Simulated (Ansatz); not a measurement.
**One shape, several levels: C3H4AlF (SMILES C#[C][Al]([CH3])[F])**

We compute a comparison of 6 runs (B3LYP/6-31G*, BLYP/cc-pVDZ, r2SCAN0/cc-pVDZ, revPBE/cc-pVDZ, RPA@PBE/cc-pVDZ, CCSD(T)/cc-pVDZ) of C3H4AlF. 

The results are computed with Ansatz 0.2.0.

60 further runs of the same task are left out: 60 set aside as unsound or not needed.

## Step 1: The molecule

The species is C3H4AlF (9 atoms), meant as a singlet with charge 0. SMILES: `C#[C][Al]([CH3])[F]`. The C4–H8 distance was set to 1.969 Å, away from the relaxed value. At this shape a bond of the SMILES string is far longer than usual.

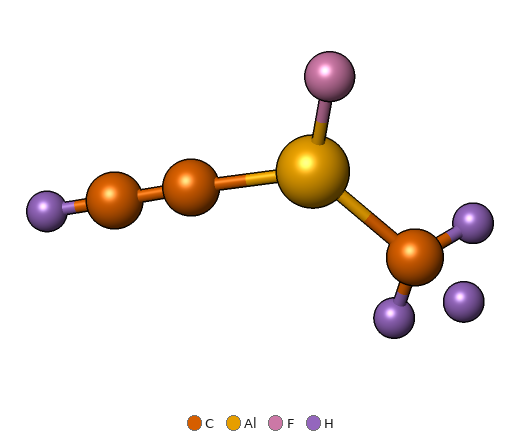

Viewed from a chosen angle; carbon orange, aluminium amber, fluorine pink, hydrogen purple.

## Step 2: The energy at B3LYP/6-31G(d) (spherical functions) (run 1)

job.yaml

```yaml
crystal:
  periodic: [false, false, false]
  atoms:
    - symbol: C
      position_ang: [-0.375022, 3.375962, 0.118927]
    - symbol: C
      position_ang: [-0.284322, 2.237362, -0.280273]
    - symbol: Al
      position_ang: [-0.183222, 0.427762, -0.851873]
    - symbol: C
      position_ang: [-1.028222, -1.056138, 0.048827]
    - symbol: F
      position_ang: [0.696378, 0.145762, -2.218673]
    - symbol: H
      position_ang: [-0.450622, 4.382262, 0.465127]
    - symbol: H
      position_ang: [-1.749422, -1.550838, -0.608873]
    - symbol: H
      position_ang: [0.298900, -2.419800, 0.555700]
    - symbol: H
      position_ang: [-1.554422, -0.740038, 0.952027]
basis:
  gaussian: {orbitals: 6-31G_st_-spherical.json}
total_charge: 0
hamiltonian: {xc: {name: B3LYP}}
accuracy: high
output: {orbitals: {seedname: orbitals}}
```

The basis set 6-31G* is read from a file made from the Basis Set Exchange's data (not shown).

The run is started by

```
ansatz run job.yaml --threads 1 --pin off --max-ram 3480MiB --events-out events.jsonl --progress --plain --runs-dir runs
```

The log of the run:

```text
Warning: RAYON_NUM_THREADS=1 ignored (pool sized by the plan → 1); use --threads N
Functional definition: B3LYP
  name "B3LYP"
  parameter a0 = 0.2
  parameter ax = 0.72
  parameter ac = 0.81
  exchange = (1 - a0 - ax)*slater_x + ax*b88_x + a0*exact_x
  correlation = (1 - ac)*vwn_rpa_c + ac*lyp_c
1817 factors; integrals over basis functions are off by at most 9.2e-9 eV
mean field evaluation 1: about -12475.6594 eV, gradient 6.8e1 eV
mean field evaluation 2: about -12463.7519 eV, gradient 9.1e1 eV
mean field evaluation 4: about -12486.9798 eV, gradient 8.6e0 eV
mean field evaluation 8: about -12487.3285 eV, gradient 7.9e-1 eV
mean field evaluation 16: about -12487.3303 eV, gradient 1.5e-4 eV
mean field -12487.33032711 eV, -458.9009253049 hartree, gradient 2.8e-8 eV, S^2 0.000000; 0 other end points of the search recorded, 0 dependent functions left out
reference -12487.33037147 eV, -458.9009269349 hartree; 22, 22 occupied and 60, 60 virtual orbitals, 1817 factors
Total energy: -12487.33037147 eV, -458.9009269349 hartree
```

Run time: 3.6 s. Hardware: 1 thread of AMD EPYC 9R45 (Zen 5), shared host; peak memory 0.28 GiB.

## Step 3: The energy at BLYP/cc-pVDZ (run 2)

input.yaml

```yaml
basis:
  gaussian:
    orbitals: cc-pVDZ
crystal:
  periodic: [false, false, false]
  atoms:
    - symbol: C
      position_ang: [-0.375022, 3.375962, 0.118927]
    - symbol: C
      position_ang: [-0.284322, 2.237362, -0.280273]
    - symbol: Al
      position_ang: [-0.183222, 0.427762, -0.851873]
    - symbol: C
      position_ang: [-1.028222, -1.056138, 0.048827]
    - symbol: F
      position_ang: [0.696378, 0.145762, -2.218673]
    - symbol: H
      position_ang: [-0.450622, 4.382262, 0.465127]
    - symbol: H
      position_ang: [-1.749422, -1.550838, -0.608873]
    - symbol: H
      position_ang: [0.298900, -2.419800, 0.555700]
    - symbol: H
      position_ang: [-1.554422, -0.740038, 0.952027]
hamiltonian:
  xc: {name: BLYP}
accuracy: high
output: {orbitals: {seedname: orbitals}}
```

The run is started by

```
ansatz run input.yaml --threads 1 --pin off --max-ram 3480MiB --events-out events.jsonl --progress --plain --runs-dir runs
```

The log of the run:

```text
Warning: RAYON_NUM_THREADS=1 ignored (pool sized by the plan → 1); use --threads N
Functional definition: BLYP
  name "BLYP"
  parameter beta = 0.0042
  parameter a = 0.04918
  parameter b = 0.132
  parameter c = 0.2533
  parameter d = 0.349
  exchange = b88_x(beta = beta)
  correlation = lyp_c(a = a, b = b, c = c, d = d)
2076 factors; integrals over basis functions are off by at most 1.1e-8 eV
mean field evaluation 1: about -12467.1518 eV, gradient 8.3e1 eV
mean field evaluation 2: about -12431.5881 eV, gradient 1.3e2 eV
mean field evaluation 4: about -12485.4537 eV, gradient 1.5e1 eV
mean field evaluation 8: about -12485.9110 eV, gradient 5.9e-1 eV
mean field evaluation 16: about -12485.9074 eV, gradient 9.4e-5 eV
mean field -12485.90741028 eV, -458.8486340758 hartree, gradient 7.0e-8 eV, S^2 0.000000; 0 other end points of the search recorded, 0 dependent functions left out
reference -12485.90747289 eV, -458.8486363766 hartree; 22, 22 occupied and 72, 72 virtual orbitals, 2076 factors
Total energy: -12485.90747289 eV, -458.8486363766 hartree
```

Run time: 3.3 s. Hardware: 1 thread of AMD EPYC 9R45 (Zen 5), shared host; peak memory 0.25 GiB.

Runs 3 to 4 aren't shown in full; the table further down has their settings and results.

## Step 4: A single-point energy at RPA@PBE/cc-pVDZ (run 5)

molecule.yaml

```yaml
crystal:
  periodic: [false, false, false]
  atoms:
    - {symbol: C, position_ang: [-0.375022, 3.375962, 0.118927]}
    - {symbol: C, position_ang: [-0.284322, 2.237362, -0.280273]}
    - {symbol: Al, position_ang: [-0.183222, 0.427762, -0.851873]}
    - {symbol: C, position_ang: [-1.028222, -1.056138, 0.048827]}
    - {symbol: F, position_ang: [0.696378, 0.145762, -2.218673]}
    - {symbol: H, position_ang: [-0.450622, 4.382262, 0.465127]}
    - {symbol: H, position_ang: [-1.749422, -1.550838, -0.608873]}
    - {symbol: H, position_ang: [0.298900, -2.419800, 0.555700]}
    - {symbol: H, position_ang: [-1.554422, -0.740038, 0.952027]}
basis:
  gaussian: {orbitals: cc-pVDZ}
hamiltonian: {xc: pbe}
correlation: {method: rpa, frozen_orbitals: {Al: 5, C: 1, F: 1, H: 0}}
accuracy: high
```

The run is started by

```
ansatz run molecule.yaml --threads 1 --pin off --max-ram 3480MiB --events-out events.jsonl --progress --plain --runs-dir runs
```

The log of the run, cut to the lines that bear on the results:

```text
Warning: RAYON_NUM_THREADS=1 ignored (pool sized by the plan → 1); use --threads N
Functional definition: PBE
  name "PBE"
[...]
2076 factors; integrals over basis functions are off by at most 1.1e-8 eV
[...]
mean field -12476.70375800 eV, -458.5104060929 hartree, gradient 1.3e-8 eV, S^2 0.000000; 2 other end points of the search recorded, 0 dependent functions left out
9 core orbitals not correlated: weight in the atoms' cores, before any rotation towards them, 1.000 or more for the frozen orbitals, at most 0.000 for the correlated occupied ones
reference -12439.73511441 eV, -457.1518334992 hartree; 13, 13 occupied and 72, 72 virtual orbitals, 2076 factors
Total energy: -12467.81664315 eV, -458.1838106459 hartree
```

Run time: 7.5 s. Hardware: 1 thread of AMD EPYC 9R45 (Zen 5), shared host; peak memory 0.36 GiB.

## Step 5: A single-point energy at CCSD(T)/cc-pVDZ (run 6)

run.yaml

```yaml
basis:
  gaussian: {orbitals: cc-pVDZ}
crystal:
  periodic: [false, false, false]
  atoms:
    - {symbol: C, position_ang: [-0.375022, 3.375962, 0.118927]}
    - {symbol: C, position_ang: [-0.284322, 2.237362, -0.280273]}
    - {symbol: Al, position_ang: [-0.183222, 0.427762, -0.851873]}
    - {symbol: C, position_ang: [-1.028222, -1.056138, 0.048827]}
    - {symbol: F, position_ang: [0.696378, 0.145762, -2.218673]}
    - {symbol: H, position_ang: [-0.450622, 4.382262, 0.465127]}
    - {symbol: H, position_ang: [-1.749422, -1.550838, -0.608873]}
    - {symbol: H, position_ang: [0.298900, -2.419800, 0.555700]}
    - {symbol: H, position_ang: [-1.554422, -0.740038, 0.952027]}
magnetization: {spin_polarized: false, initial_magnetization: 0}
correlation: {method: ccsd_t, frozen_orbitals: {Al: 5, C: 1, F: 1, H: 0}}
accuracy: high
scf: {omitted_lower_state_checks: [cluster_reference, increment]}
```

The run is started by

```
ansatz run run.yaml --threads 1 --pin off --max-ram 3480MiB --events-out events.jsonl --progress --plain --runs-dir runs
```

The log of the run:

```text
Warning: RAYON_NUM_THREADS=1 ignored (pool sized by the plan → 1); use --threads N
[... 12 lines left out ...]
9 core orbitals not correlated: weight in the atoms' cores, before any rotation towards them, 1.000 or more for the frozen orbitals, at most 0.000 for the correlated occupied ones
[... 27 lines left out ...]
Total energy: -12460.41581756 eV, -457.9118353220 hartree
Checks for a lower state left out: cluster_reference, increment
```

Wall time 13 s (1 thread of AMD EPYC 9R45 (Zen 5), shared host); peak memory 0.61 GiB.

## Step 6: All runs side by side

```tsv
run	level	frozen core orbitals	energy (Eh)	HOMO energy (eV)	LUMO energy (eV)	HOMO–LUMO gap (eV)	wall time
1	B3LYP/6-31G* (spherical functions)	–	-458.900927	-7.70	-2.38	5.32	3.6 s
2	BLYP/cc-pVDZ	–	-458.848636	-6.78	-3.16	3.62	3.3 s
3	r2SCAN0/cc-pVDZ	–	-458.726046	-8.31	-2.36	5.94	7.5 s
4	revPBE/cc-pVDZ	–	-458.785880	-6.93	-3.24	3.69	3.6 s
5	RPA@PBE/cc-pVDZ	9	-458.183811	–	–	–	7.5 s
6	CCSD(T)/cc-pVDZ	9	-457.911835	–	–	–	13 s
```

## Step 7: What came out

```
                                          quantity          value
                               run 6: total energy  -457.91184 Eh
run 6: correlation energy (9 core orbitals frozen)     -716.1 mEh
                             run 6: (T) correction     -24.47 mEh
                              run 6: T1 diagnostic          0.018
```

Over runs 1, 2, 3, 4 the HOMO–LUMO gap runs from 3.62 eV (BLYP/cc-pVDZ) to 5.94 eV (r2SCAN0/cc-pVDZ). Totals of different functionals can't be ranked against each other. In run 6 the log says that unrestricted orbitals would lower the reference, so the values rest on an unstable closed-shell determinant (other closed-shell runs at this shape may share the fault). All runs together took 39 s, the longest 13 s.
